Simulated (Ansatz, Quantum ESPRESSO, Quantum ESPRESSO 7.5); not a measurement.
## From contact to tunnelling: vacuum gaps between two Ta(110) faces

Aim: how the conductance falls as the barrier grows, for vacuum gaps between two Ta(110) faces.

Program: Quantum ESPRESSO 7.5. Level of theory: plane-wave DFT, PBE, JTH PAW pseudopotentials (cross-check by Ansatz 0.2.0 with PAW datasets). Results are calculated unless marked as measured.

## (1) The starting structure

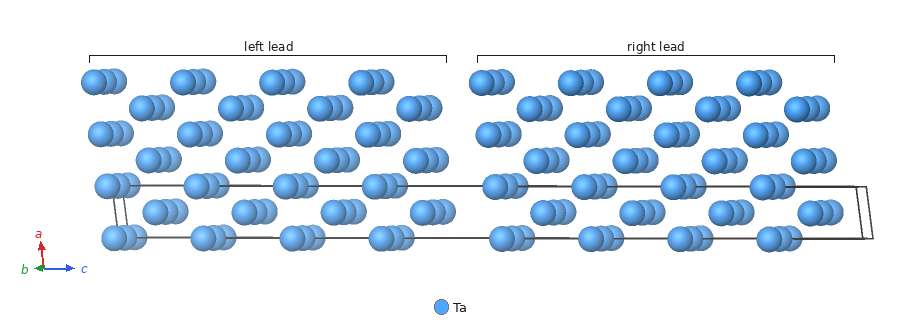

The cell as given, from the side, with the c axis across the page (tantalum blue). 3×2×1 cells are drawn. Some periodic images of atoms are drawn too.

The cell holds 16 atoms: 16 Ta. Cell: a = 3.320 Å, b = 2.875 Å, c = 39.214 Å, α = 90.0°, β = 90.0°, γ = 54.7°. It derives from Ta. Regions: left lead, 8 atoms (8 Ta); right lead, 8 atoms (8 Ta). The structure is stacked along c, and the current runs across the ab planes.

## (2) Ground state, 4 Å

One periodic cell holds a stretch of lead, the junction and more lead; the atoms stay as built.

File j0.scf.in:

```
&control
  prefix = 'j0.scf'
  outdir = './out'
  pseudo_dir = './pseudo'
  calculation = 'scf'
  tprnfor = .true.
/
&system
  ibrav = 0
  nat = 16
  ntyp = 1
  ecutwfc = 45
  ecutrho = 360
  occupations = 'smearing'
  smearing = 'mv'
  degauss = 0.01
/
&electrons
  conv_thr = 1e-07
  mixing_beta = 0.25
  electron_maxstep = 120
  mixing_mode = 'local-TF'
/
ATOMIC_SPECIES
  Ta  180.9479  Ta.GGA_PBE-JTH.UPF
CELL_PARAMETERS angstrom
  3.32000000000000 0.00000000000000 0.00000000000000
  1.66000000000000 2.34759451353934 0.00000000000000
  0.00000000000000 0.00000000000000 39.21391770309007
ATOMIC_POSITIONS crystal
  Ta  0.000000000000 0.000000000000 0.000000000000
  Ta  0.500000000000 0.000000000000 0.059866359983
  Ta  0.000000000000 0.000000000000 0.119732719965
  Ta  0.500000000000 0.000000000000 0.179599079948
  Ta  0.000000000000 0.000000000000 0.239465439930
  Ta  0.500000000000 0.000000000000 0.299331799913
  Ta  0.000000000000 0.000000000000 0.359198159895
  Ta  0.500000000000 0.000000000000 0.419064519878
  Ta  0.000000000000 0.000000000000 0.521069120140
  Ta  0.500000000000 0.000000000000 0.580935480122
  Ta  0.000000000000 0.000000000000 0.640801840105
  Ta  0.500000000000 0.000000000000 0.700668200087
  Ta  0.000000000000 0.000000000000 0.760534560070
  Ta  0.500000000000 0.000000000000 0.820400920052
  Ta  0.000000000000 0.000000000000 0.880267280035
  Ta  0.500000000000 0.000000000000 0.940133640017
K_POINTS automatic
  9 10 1 0 0 0
```

Started as:

```bash
> OMP_NUM_THREADS=1 mpirun -n 4 pw.x -nk 4 -in j0.scf.in > j0.scf.out
```

What it wrote:

```text
Program PWSCF v.7.5 starts
[citation notice left out]

     Parallel version (MPI & OpenMP), running on       4 processor cores
     Number of MPI processes:                 4
     Threads/MPI process:                     1

     MPI processes distributed on     1 nodes
[...]
Current dimensions of program PWSCF are:
     Max number of different atomic species (ntypx) = 10
     Max number of k-points (npk) =  40000
     Max angular momentum in pseudopotentials (lmaxx) =  4
     file Ta.GGA_PBE-JTH.UPF: wavefunction(s)  5S 6S 5P 6P 5D 0D renormalized
     Message from routine setup:
     using ibrav=0 with symmetry is DISCOURAGED, use correct ibrav instead

     K-points division:     npool     =       4
     Subspace diagonalization in iterative solution of the eigenvalue problem:
     a serial algorithm will be used

     G-vector sticks info
     --------------------
     sticks:   dense  smooth     PW     G-vecs:    dense   smooth      PW
     Sum         801     399    129               238123    84211   16601

     Using Slab Decomposition

     bravais-lattice index     =            0
     lattice parameter (alat)  =       6.2739  a.u.
     unit-cell volume          =    2062.5192 (a.u.)^3
     number of atoms/cell      =           16
     number of atomic types    =            1
     number of electrons       =       208.00
     number of Kohn-Sham states=          125
     kinetic-energy cutoff     =      45.0000  Ry
     charge density cutoff     =     360.0000  Ry
     scf convergence threshold =      1.0E-07
     mixing beta               =       0.2500
     number of iterations used =            8  local-TF  mixing
     Exchange-correlation= SLA PW PBX PBC
                           (   1   4   3   4   0   0   0)

     celldm(1)=   6.273891  celldm(2)=   0.000000  celldm(3)=   0.000000
     celldm(4)=   0.000000  celldm(5)=   0.000000  celldm(6)=   0.000000

     crystal axes: (cart. coord. in units of alat)
               a(1) = (   1.000000   0.000000   0.000000 )
               a(2) = (   0.500000   0.707107   0.000000 )
               a(3) = (   0.000000   0.000000  11.811421 )

     reciprocal axes: (cart. coord. in units 2 pi/alat)
               b(1) = (  1.000000 -0.707107  0.000000 )
               b(2) = (  0.000000  1.414214  0.000000 )
               b(3) = (  0.000000  0.000000  0.084664 )

     PseudoPot. # 1 for Ta read from file:
     ./pseudo/Ta.GGA_PBE-JTH.UPF
     Pseudo is Projector augmented-wave + core cor, Zval = 13.0
     Generated using ATOMPAW code
     Shape of augmentation charge: SINC**2
     Using radial grid of 1120 points,  6 beta functions with:
                l(1) =   0
                l(2) =   0
                l(3) =   1
                l(4) =   1
                l(5) =   2
                l(6) =   2
     Q(r) pseudized with 0 coefficients

     atomic species   valence    mass     pseudopotential
     Ta               13.00   180.94790     Ta( 1.00)

      4 Sym. Ops. (no inversion) found

   Cartesian axes

     site n.     atom                  positions (alat units)
         1        Ta     tau(   1) = (   0.0000000   0.0000000   0.0000000  )
         2        Ta     tau(   2) = (   0.5000000   0.0000000   0.7071068  )
         3        Ta     tau(   3) = (   0.0000000   0.0000000   1.4142136  )
         4        Ta     tau(   4) = (   0.5000000   0.0000000   2.1213203  )
         5        Ta     tau(   5) = (   0.0000000   0.0000000   2.8284271  )
         6        Ta     tau(   6) = (   0.5000000   0.0000000   3.5355339  )
         7        Ta     tau(   7) = (   0.0000000   0.0000000   4.2426407  )
         8        Ta     tau(   8) = (   0.5000000   0.0000000   4.9497475  )
         9        Ta     tau(   9) = (   0.0000000   0.0000000   6.1545667  )
        10        Ta     tau(  10) = (   0.5000000   0.0000000   6.8616735  )
        11        Ta     tau(  11) = (   0.0000000   0.0000000   7.5687803  )
        12        Ta     tau(  12) = (   0.5000000   0.0000000   8.2758871  )
        13        Ta     tau(  13) = (   0.0000000   0.0000000   8.9829939  )
        14        Ta     tau(  14) = (   0.5000000   0.0000000   9.6901007  )
        15        Ta     tau(  15) = (   0.0000000   0.0000000  10.3972074  )
        16        Ta     tau(  16) = (   0.5000000   0.0000000  11.1043142  )

     number of k points=    46  Marzari-Vanderbilt smearing, width (Ry)=  0.0100
                       cart. coord. in units 2pi/alat
        k(    1) = (   0.0000000   0.0000000   0.0000000), wk =   0.0222222
        k(    2) = (   0.0000000   0.1414214   0.0000000), wk =   0.0444444
        k(    3) = (   0.0000000   0.2828427   0.0000000), wk =   0.0444444
        k(    4) = (   0.0000000   0.4242641   0.0000000), wk =   0.0444444
        k(    5) = (   0.0000000   0.5656854   0.0000000), wk =   0.0444444
        k(    6) = (   0.0000000  -0.7071068   0.0000000), wk =   0.0222222
        k(    7) = (   0.1111111  -0.0785674   0.0000000), wk =   0.0444444
        k(    8) = (   0.1111111   0.0628539   0.0000000), wk =   0.0444444
        k(    9) = (   0.1111111   0.2042753   0.0000000), wk =   0.0444444
        k(   10) = (   0.1111111   0.3456966   0.0000000), wk =   0.0444444
[...]
k(   46) = (   0.4444444  -0.4556910   0.0000000), wk =   0.0444444

     Dense  grid:   238123 G-vectors     FFT dimensions: (  40,  36, 450)

     Smooth grid:    84211 G-vectors     FFT dimensions: (  27,  24, 320)

     Estimated max dynamical RAM per process >     663.38 MB

     Estimated total dynamical RAM >       2.42 GB

     Initial potential from superposition of free atoms

     starting charge     207.9865, renormalised to     208.0000
     Starting wfcs are  288 randomized atomic wfcs
     Checking if some PAW data can be deallocated...

     total cpu time spent up to now is       39.8 secs

     per-process dynamical memory:   425.6 Mb

     Self-consistent Calculation

     iteration #  1     ecut=    45.00 Ry     beta= 0.25
     Davidson diagonalization with overlap
     ethr =  1.00E-02,  avg # of iterations =  2.0

     total cpu time spent up to now is       85.2 secs

     total energy              =  -11634.15491951 Ry
     estimated scf accuracy    <      28.03191980 Ry

     iteration #  2     ecut=    45.00 Ry     beta= 0.25
[...]
total energy              =  -11634.04718212 Ry
     estimated scf accuracy    <       7.33362438 Ry

     iteration #  3     ecut=    45.00 Ry     beta= 0.25
[...]
-16.0931 -16.0930 -16.0859 -16.0849 -16.0674 -16.0537 -16.0526 -16.0223
     9.7316   9.8454  10.0041  10.2764  10.5192  10.9411  11.2332  11.7417
    12.0160  12.4914  12.6811  12.9729  13.0621  13.1608  13.1822  13.1956
    15.6656  16.0670  16.0975  16.1531  16.2386  16.3502  16.4979  16.6549
    16.7693  16.7877  16.8396  16.9041  16.9070  17.0239  17.0897  17.1796
    17.2239  17.3192  17.3455  17.4104  17.5022  17.5607  17.5838  17.6093
    17.6414  17.6928  17.7131  17.7192  17.7527  17.7630  17.7649  17.9512
    17.9790  18.2422  18.2655  18.3436  18.6015  18.8739  18.9948  19.1738
    19.2400  19.2985  19.3313  19.4043  19.4225

          k = 0.0000 0.2828 0.0000 ( 10437 PWs)   bands (ev):

   -50.5600 -50.5599 -50.0772 -50.0772 -50.0442 -50.0412 -50.0294 -50.0194
   -50.0100 -49.9990 -49.9882 -49.9778 -49.9654 -49.9551 -49.9520 -49.9475
   -17.2371 -17.2323 -17.0002 -16.9675 -16.9140 -16.8532 -16.8374 -16.8369
   -16.8264 -16.8199 -16.7719 -16.6904 -16.6058 -16.5265 -16.5194 -16.5087
   -16.4871 -16.4671 -16.4659 -16.4381 -16.4372 -16.4307 -16.4241 -16.4160
   -16.4152 -16.4144 -16.4011 -16.3631 -16.3231 -16.3137 -16.3130 -16.3053
   -16.3051 -16.3007 -16.3002 -16.2948 -16.2833 -16.2790 -16.2463 -16.2289
   -16.2099 -16.1783 -16.1641 -16.1600 -16.1458 -16.1004 -16.0541 -16.0233
    10.8692  10.9762  11.1263  11.3803  11.6084  11.9976  12.2697  12.7371
    12.9918  13.4453  13.6187  13.9206  13.9728  14.0262  14.0360  14.0531
    15.6193  15.7946  15.8206  15.8856  15.9307  15.9785  16.1271  16.5053
    16.7303  16.9748  17.0648  17.2023  17.2820  17.2982  17.3101  17.3254
    17.3283  17.3636  17.3841  17.3876  17.3956  17.4487  17.4815  17.5277
    17.5335  17.6458  17.6570  17.7266  17.7878  17.8225  17.8608  17.9255
    17.9420  18.1314  18.2556  18.2674  18.4462  18.4852  18.5743  18.6904
    18.7673  18.8602  18.9376  18.9473  19.0584

          k = 0.0000 0.4243 0.0000 ( 10540 PWs)   bands (ev):

   -50.5313 -50.5312 -50.0471 -50.0471 -50.0112 -50.0086 -49.9974 -49.9884
   -49.9799 -49.9699 -49.9601 -49.9506 -49.9391 -49.9295 -49.9267 -49.9226
   -17.1750 -17.1721 -17.1056 -17.1033 -16.9579 -16.9573 -16.8989 -16.8738
   -16.8344 -16.7981 -16.7749 -16.7595 -16.7576 -16.7480 -16.7373 -16.7260
   -16.7204 -16.7034 -16.7023 -16.6480 -16.6367 -16.6235 -16.6230 -16.6140
   -16.5915 -16.5613 -16.5436 -16.5427 -16.5375 -16.5354 -16.5237 -16.5162
   -16.4841 -16.4634 -16.4424 -16.4009 -16.3913 -16.3623 -16.3244 -16.3128
   -16.2916 -16.2723 -16.2576 -16.2354 -16.1618 -16.0978 -16.0535 -16.0245
    12.1701  12.2742  12.4236  12.6615  12.8837  13.2195  13.4647  13.7972
    13.9912  14.1843  14.2164  14.2441  14.3223  14.3339  14.4049  14.4172
    14.6154  14.6200  14.6455  14.7708  14.8852  15.1997  15.1999  15.6880
    15.6968  16.1648  16.2352  16.3065  16.4105  16.5770  16.5831  16.6500
    16.8197  16.8669  16.9002  16.9791  17.1053  17.4822  17.7702  17.8617
    18.3082  18.4870  18.6851  18.6897  18.7371  18.8621  19.0188  19.0348
    19.0496  19.1520  19.2002  19.2834  19.2956  19.3096  19.3158  19.3929
    19.4220  19.4246  19.4657  19.4713  19.6153

          k = 0.0000 0.5657 0.0000 ( 10594 PWs)   bands (ev):

   -50.5081 -50.5080 -50.0228 -50.0228 -49.9844 -49.9821 -49.9714 -49.9632
   -49.9554 -49.9462 -49.9372 -49.9286 -49.9177 -49.9086 -49.9063 -49.9025
   -17.3450 -17.3441 -17.1072 -17.1035 -17.0535 -17.0528 -17.0261 -17.0210
   -17.0077 -16.9947 -16.9718 -16.9429 -16.9133 -16.8821 -16.8515 -16.8237
   -16.8155 -16.7979 -16.7975 -16.7499 -16.7498 -16.7471 -16.7381 -16.7215
   -16.7145 -16.7136 -16.6909 -16.6705 -16.6597 -16.6209 -16.6111 -16.5800
   -16.5399 -16.5370 -16.4942 -16.4630 -16.4544 -16.4154 -16.3828 -16.3815
   -16.3616 -16.3464 -16.3031 -16.2272 -16.1560 -16.0948 -16.0531 -16.0257
    12.7824  12.8880  13.0429  13.2778  13.5057  13.6762  13.7255  13.7548
    13.7902  13.8085  13.8580  13.8962  13.9676  14.0477  14.0495  14.1214
    14.2095  14.2653  14.2800  14.3583  14.3662  14.5042  14.7182  15.0951
    15.3522  15.8309  15.8322  15.9408  16.1040  16.1167  16.3767  16.6476
    16.6830  16.8825  17.1016  17.3985  17.5253  17.5313  17.7747  18.0894
    18.6133  18.7492  19.0476  19.0542  19.0719  19.2784  19.2840  19.5222
    19.5730  19.7499  19.8483  19.9423  20.3317  20.5361  20.5411  20.6762
    20.8138  20.9202  21.0383  21.4267  21.5066

          k = 0.0000-0.7071 0.0000 ( 10604 PWs)   bands (ev):

   -50.4991 -50.4991 -50.0135 -50.0135 -49.9741 -49.9720 -49.9615 -49.9535
   -49.9461 -49.9371 -49.9285 -49.9201 -49.9095 -49.9006 -49.8984 -49.8947
   -17.4301 -17.4292 -17.1244 -17.1174 -17.1014 -17.0896 -17.0889 -17.0856
   -17.0835 -17.0801 -17.0602 -17.0276 -16.9936 -16.9576 -16.9216 -16.8875
   -16.8533 -16.8249 -16.8086 -16.7943 -16.7882 -16.7807 -16.7763 -16.7553
   -16.7525 -16.7284 -16.7123 -16.6969 -16.6619 -16.6576 -16.6162 -16.6016
   -16.5728 -16.5307 -16.5295 -16.4892 -16.4548 -16.4497 -16.4155 -16.3953
   -16.3799 -16.3760 -16.2978 -16.2234 -16.1536 -16.0936 -16.0529 -16.0261
    12.8455  12.9483  13.0995  13.3246  13.4317  13.4391  13.4939  13.5204
    13.5429  13.5929  13.6460  13.7259  13.8240  13.8448  13.8767  14.0061
    14.0514  14.0582  14.1554  14.1998  14.2242  14.3834  14.6836  15.1239
    15.4878  15.6615  15.7733  15.9520  16.0281  16.2171  16.4274  16.5289
    16.9579  17.0419  17.3983  17.4337  17.9777  18.0497  18.3612  18.5235
    18.6690  18.8082  18.8152  18.8637  19.0322  19.2353  19.3484  19.4372
    19.6381  19.6938  19.7789  19.8584  20.2111  20.5721  20.6748  20.7262
    20.8514  21.0590  21.3414  22.0973  22.2118

[...]
the Fermi energy is    17.1238 ev

!    total energy              =  -11634.03419750 Ry
     total all-electron energy =    -11634.034197 Ry
     estimated scf accuracy    <       0.00000002 Ry
     smearing contrib. (-TS)   =       0.00149738 Ry
     internal energy E=F+TS    =  -11634.03569488 Ry

     The total energy is F=E-TS. E is the sum of the following terms:
     one-electron contribution =    -658.17972633 Ry
     hartree contribution      =     472.81834272 Ry
     xc contribution           =    -435.26713545 Ry
     ewald contribution        =   -1334.44215702 Ry
     one-center paw contrib.   =   -9678.96501880 Ry

     convergence has been achieved in  15 iterations

     Forces acting on atoms (cartesian axes, Ry/au):

     atom    1 type  1   force =     0.00000000    0.00000000   -0.00007498
     atom    2 type  1   force =     0.00000000    0.00000000    0.00055521
     atom    3 type  1   force =     0.00000000    0.00000000   -0.00042598
     atom    4 type  1   force =     0.00000000    0.00000000    0.00011703
     atom    5 type  1   force =     0.00000000    0.00000000   -0.00048439
     atom    6 type  1   force =     0.00000000    0.00000000    0.00361997
     atom    7 type  1   force =     0.00000000    0.00000000    0.01081489
     atom    8 type  1   force =     0.00000000    0.00000000    0.01673697
     atom    9 type  1   force =     0.00000000    0.00000000   -0.01669486
     atom   10 type  1   force =     0.00000000    0.00000000   -0.01076057
     atom   11 type  1   force =     0.00000000    0.00000000   -0.00359110
     atom   12 type  1   force =     0.00000000    0.00000000    0.00046491
     atom   13 type  1   force =     0.00000000    0.00000000   -0.00014517
     atom   14 type  1   force =     0.00000000    0.00000000    0.00042013
     atom   15 type  1   force =     0.00000000    0.00000000   -0.00061620
     atom   16 type  1   force =     0.00000000    0.00000000    0.00006414

     Total force =     0.028621     Total SCF correction =     0.000780

[...]
=------------------------------------------------------------------------------=
   JOB DONE.
=------------------------------------------------------------------------------=
```

The job ended after 12 min (4 MPI ranks of Arm Neoverse V2, shared host; peak memory 2.4 GiB; 50 min of CPU time).

Read from the output:

* free energy: -158289.0991 eV
* Fermi energy: 17.12 eV

The run needed 15 iterations to bring the estimated error under 1e-07 Ry; the largest force on any atom, held or free, is 0.43 eV/Å.

(Part 1 of 4 ends here.)

[Logs are printed without paths, hosts, clocks, repeated set-up lines and the standing remarks that a program may print on its own settings, such as how far it seeks lower states.]

[Hosts, paths, dates, database ids (printed as entryN), source tags and the programs' standing remarks are cut or masked in the printed files.]

[Maps of the electrostatic potential energy from Ansatz leave out the sawtooth potential of an applied field or a dipole correction, so their vacuum need not be flat; planar profiles and work functions include it.]
